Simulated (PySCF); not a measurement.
# C2H7NOSi: the cost of one run

Computed with PySCF 2.14.0, with density-fitted response routines of our own, on a single molecule in the gas phase. Atoms count from 0, in the outputs and in this text.

### 1 The starting structure

12 atoms, charge 0, multiplicity 1; geometry from: GFN2-xTB. The atoms were then displaced at random by about 0.01 Å, so the start is not that level's minimum.

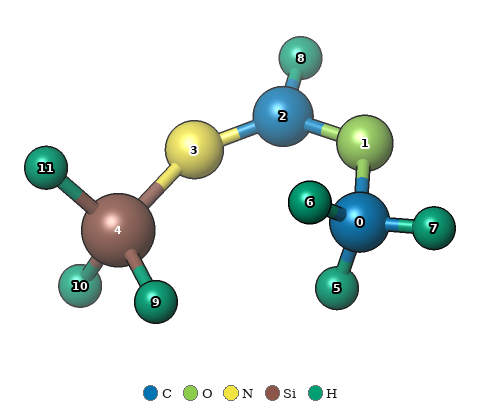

The starting geometry (carbon blue, oxygen green, nitrogen yellow, silicon brown, hydrogen teal), atoms numbered.

### 2 Optimising the geometry at PBE0-D3(BJ)/def2-SVP

Job settings and geometry (Å):

```
{"job": {"xc": "PBE0", "basis": "def2-SVP", "d3": "d3bj", "grid": 1, "shake": 0.01, "kind": "geom"}, "charge": 0, "multiplicity": 1}
C     -1.375210    -0.838240     0.510710
O     -1.662890     0.552010     0.276020
C     -0.678110     1.345550    -0.137420
N      0.571760     1.113590    -0.368420
Si     1.777420    -0.065050    -0.429240
H     -0.648060    -0.933910     1.286900
H     -1.033820    -1.300690    -0.406120
H     -2.324790    -1.246210     0.817180
H     -1.056230     2.365850    -0.229160
H      1.498030    -1.456480    -0.023030
H      2.772980     0.477070     0.506950
H      2.198610    -0.041760    -1.813370
```

Started as:

```bash
$ OMP_NUM_THREADS=1 python probes_run.py task.json out
```

One launch serves the whole session: the jobs run in the order shown.

Q: Estimate the wall time and peak memory of this first job on 1 thread of Arm Neoverse V1, shared host.

About 35 s, with a peak of 0.45 GiB.
